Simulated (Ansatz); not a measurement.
AsH$_{4}$In (SMILES [AsH2][InH2])

The calculation's input:

```
crystal:
  periodic: [false, false, false]
  atoms:
    - {symbol: As, position_ang: [0.519606, -1.467544, 0.338003]}
    - {symbol: In, position_ang: [0.173809, 1.069350, -0.057590]}
    - {symbol: H, position_ang: [-0.809767, -1.585764, 1.070326]}
    - {symbol: H, position_ang: [-0.098973, -1.814509, -1.008953]}
    - {symbol: H, position_ang: [0.582076, 1.742816, -1.593285]}
    - {symbol: H, position_ang: [-0.366741, 2.055651, 1.251499]}
basis:
  gaussian: {orbitals: def2-TZVPP}
hamiltonian: {xc: pbe0, dispersion: d4}
output: {orbitals: {seedname: orbitals}}
```

Run with:

```sh
ansatz run in.yaml --threads 2 --pin off --events-out ev --progress --plain --max-ram 4352MiB
```

Geometry: PBE0-D4/def2-TZVP; core potentials replace the inner electrons of In.

The calculation used Ansatz, RKS PBE0-D4/def2-TZVPP.

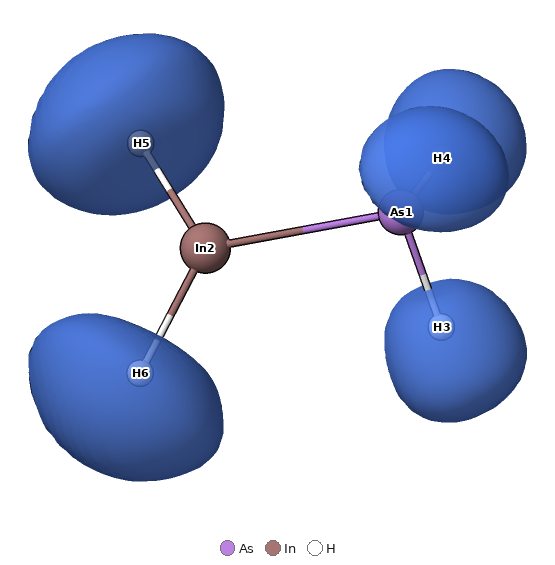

Figure 1. Isosurface of the electron localisation function at 0.9 (blue), seen at an oblique angle. Only the valence region is drawn (cores and ρ < 0.01 e/Å³ removed).

**Describe the localisation domains.**

The ELF exceeds this value in four regions around hydrogen nuclei and one lobe on As, pointing away from the bonds (lone pairs). Profiles from the grid: In–As (2.59 Å): the ELF peaks at about 0.80 in the valence shell of As, 1.1 Å from its nucleus, and drops to about 0.20 between the two atoms. As–H (1.52 Å): the ELF climbs to about 1 towards the hydrogen, as it does in any bond to H.

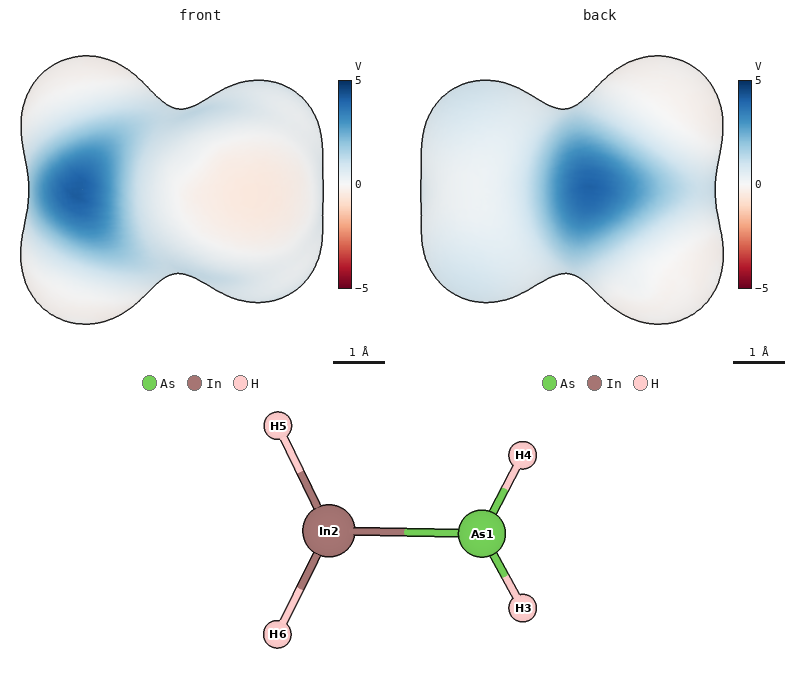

Figure 2. The electrostatic potential painted on the density surface at 0.004 e/bohr³, seen from the front and from behind; the colour scale runs from red (negative) to blue (positive). The bare structure is drawn below in the same view.

**Which sites attract a positive test charge, and which a negative one?**

A positive charge is drawn to the negative regions and a negative charge to the positive ones. The most negative region (about −0.5 V) lies over As1, the most positive (about +4.0 V) over In2.

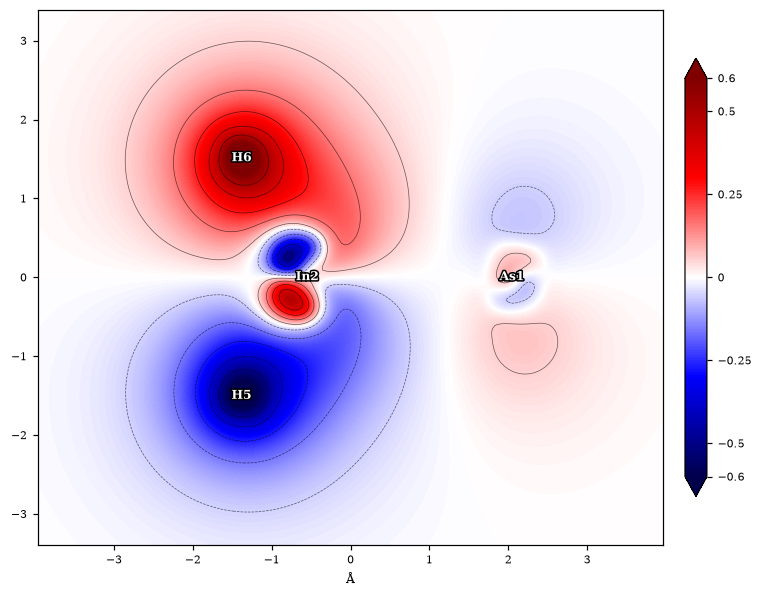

Figure 3. The HOMO−1 on the plane of atoms As1, In2 and H6 (values in Å⁻³ᐟ²; the overall sign is arbitrary).

**Describe this orbital and give its energy.**

By Hirshfeld shares it lies mainly on In2 (about 40 %), H5 (about 30 %) and H6 (about 30 %). Its energy is −8.24 eV.

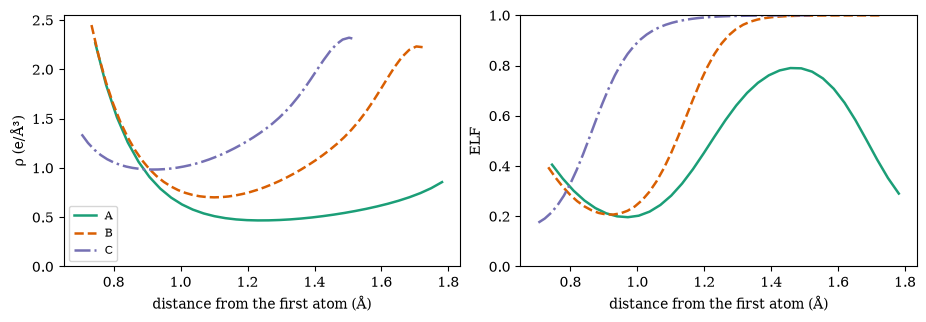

Figure 4. Electron density and ELF along straight lines between neighbouring atoms. The curves leave out the atomic cores.

**Which curve belongs to which contact (As–H, In–As and In–H)? The first atom named is at distance zero.**

Curve A: In–As (2.59 Å): ρ at the midpoint is about 0.47 e/Å³; the ELF peaks at about 0.80 in the valence shell of As, 1.1 Å from its nucleus, and drops to about 0.20 between the two atoms. Curve B: In–H (1.73 Å): ρ at the midpoint is about 1.2 e/Å³; the ELF climbs to about 1 towards the hydrogen. Curve C: As–H (1.52 Å): ρ at the midpoint is about 1.1 e/Å³; the ELF climbs to about 1 towards the hydrogen.
